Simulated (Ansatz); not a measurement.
# C2H6Te (dimethyl telluride) at B2PLYP/def2-SVP (core potential)

Aim: the vertical ionisation energy of C2H6Te (dimethyl telluride) at B2PLYP/def2-SVP (core potential), from 2 runs. 

The calculation is run with Ansatz 0.2.0.

48 further runs of the same task are left out: 48 set aside as unsound or not needed.

## 1. The system as given

C2H6Te has 9 atoms, charge 0, and is taken as a singlet. SMILES: `C[Te]C`. The shape is that of a PBE0-D4/def2-TZVP optimisation.

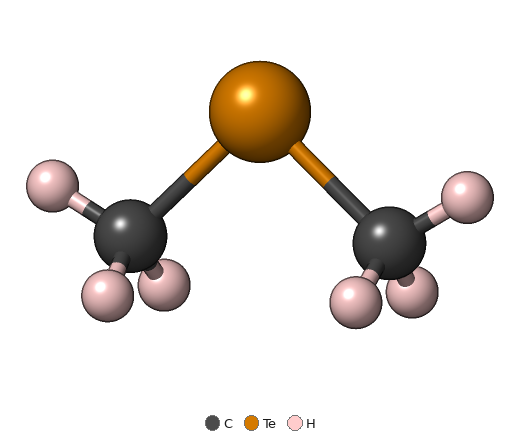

Viewed from a chosen angle; carbon dark grey, tellurium orange, hydrogen pink.

## 2. A single-point energy at B2PLYP/def2-SVP (core potential)

File in.yaml:

```yaml
crystal:
  periodic: [false, false, false]
  atoms:
    - {symbol: C, position_ang: [-0.777200, 1.019100, -0.891200]}
    - {symbol: Te, position_ang: [1.243600, 0.371500, -0.646000]}
    - {symbol: C, position_ang: [0.782100, -1.033900, 0.895200]}
    - {symbol: H, position_ang: [-1.399600, 0.180000, -1.196200]}
    - {symbol: H, position_ang: [-0.781500, 1.778500, -1.672300]}
    - {symbol: H, position_ang: [-1.141900, 1.451600, 0.038500]}
    - {symbol: H, position_ang: [0.094100, -1.786500, 0.514800]}
    - {symbol: H, position_ang: [1.716500, -1.510400, 1.189400]}
    - {symbol: H, position_ang: [0.352600, -0.516200, 1.750700]}
basis:
  gaussian:
    orbitals: def2-SVP
hamiltonian:
  xc: {name: B2PLYP}
correlation:
  frozen_orbitals: {C: 1, H: 0, Te: 4}
accuracy: high
output: {orbitals: {seedname: orbitals}}
```

Run with:

```bash
ansatz run in.yaml --threads 1 --pin off --max-ram 3480MiB --events-out events.jsonl --progress --plain --runs-dir runs
```

Log:

```text
Warning: RAYON_NUM_THREADS=1 ignored (pool sized by the plan → 1); use --threads N
Functional definition: B2PLYP
  name "B2PLYP"
  parameter a = 0.53
  parameter c = 0.27
  exchange = (1 - a)*b88_x + a*exact_x
  correlation = (1 - c)*lyp_c + c*(mp2_os + mp2_ss)
2111 factors; integrals over basis functions are off by at most 3.3e-9 eV
mean field evaluation 1: about -9444.9705 eV, gradient 3.8e1 eV
mean field evaluation 2: about -9445.3523 eV, gradient 3.8e1 eV
mean field evaluation 4: about -9448.9086 eV, gradient 2.4e0 eV
mean field evaluation 8: about -9448.9339 eV, gradient 5.1e-2 eV
mean field evaluation 16: about -9448.9339 eV, gradient 8.0e-6 eV
mean field -9448.93391463 eV, -347.2419166453 hartree, gradient 9.9e-9 eV, S^2 0.000000; 0 other end points of the search recorded, 0 dependent functions left out
6 core orbitals not correlated: weight in the atoms' cores, before any rotation towards them, 1.000 or more for the frozen orbitals, at most 0.000 for the correlated occupied ones
reference -9448.93393830 eV, -347.2419175151 hartree; 15, 15 occupied and 63, 63 virtual orbitals, 2111 factors
second order -13.94481650 eV of doubles, -0.00000000 eV of singles
Total energy: -9452.69903876 eV, -347.3802824047 hartree
```

Run time: 9.9 s. Hardware: 1 thread of Arm Neoverse V2, shared host; peak memory 0.29 GiB.

## 3. The doublet cation, same level

File job.yaml:

```yaml
crystal:
  periodic: [false, false, false]
  atoms:
    - symbol: C
      position_ang: [-0.777200, 1.019100, -0.891200]
    - symbol: Te
      position_ang: [1.243600, 0.371500, -0.646000]
    - symbol: C
      position_ang: [0.782100, -1.033900, 0.895200]
    - symbol: H
      position_ang: [-1.399600, 0.180000, -1.196200]
    - symbol: H
      position_ang: [-0.781500, 1.778500, -1.672300]
    - symbol: H
      position_ang: [-1.141900, 1.451600, 0.038500]
    - symbol: H
      position_ang: [0.094100, -1.786500, 0.514800]
    - symbol: H
      position_ang: [1.716500, -1.510400, 1.189400]
    - symbol: H
      position_ang: [0.352600, -0.516200, 1.750700]
basis:
  gaussian:
    orbitals: def2-SVP
total_charge: 1
magnetization:
  spin_polarized: true
  initial_magnetization: 1
hamiltonian:
  xc: {name: B2PLYP}
correlation:
  frozen_orbitals: {C: 1, H: 0, Te: 4}
accuracy: high
output: {orbitals: {seedname: orbitals}}
```

Run with:

```bash
ansatz run job.yaml --threads 1 --pin off --max-ram 3480MiB --events-out events.jsonl --progress --plain --runs-dir runs
```

Log (excerpt; [...] marks lines left out):

```text
Warning: RAYON_NUM_THREADS=1 ignored (pool sized by the plan → 1); use --threads N
[... 2 set-up lines as earlier in the session ...]
[...]
2111 factors; integrals over basis functions are off by at most 3.3e-9 eV
[...]
mean field -9441.45077532 eV, -346.9669163478 hartree, gradient 6.9e-8 eV, S^2 0.755725; 0 other end points of the search recorded, 0 dependent functions left out
6 core orbitals not correlated: weight in the atoms' cores, before any rotation towards them, 1.000 or more for the frozen orbitals, at most 0.000 for the correlated occupied ones
reference -9441.45079893 eV, -346.9669172155 hartree; 15, 14 occupied and 63, 64 virtual orbitals, 2111 factors
second order -13.13495046 eV of doubles, -0.00000000 eV of singles
Total energy: -9444.99723555 eV, -347.0972463575 hartree
```

Run time: 12 s. Hardware: 1 thread of Arm Neoverse V2, shared host; peak memory 0.41 GiB.

## 4. Results

Level: B2PLYP/def2-SVP (core potential), 6 core orbitals frozen.

```
                                                                quantity          value
                                            singlet C2H6Te: total energy  -347.38028 Eh
                       singlet C2H6Te: HOMO energy (SCF part's orbitals)       -6.37 eV
                       singlet C2H6Te: LUMO energy (SCF part's orbitals)        1.13 eV
                     singlet C2H6Te: HOMO–LUMO gap (SCF part's orbitals)        7.49 eV
                                            doublet cation: total energy  -347.09725 Eh
doublet cation: HOMO energy (SCF part's orbitals) (highest over α and β)      -14.37 eV
 doublet cation: LUMO energy (SCF part's orbitals) (lowest over α and β)       -8.60 eV
                                                    doublet cation: ⟨S²⟩          0.756
                      vertical ionisation energy (to the doublet cation)       7.702 eV
```

In words: Removing an electron at fixed nuclei costs 7.70 eV (743 kJ/mol). −ε(HOMO) before ionisation, 6.37 eV, is 1.34 eV below this ionisation energy.
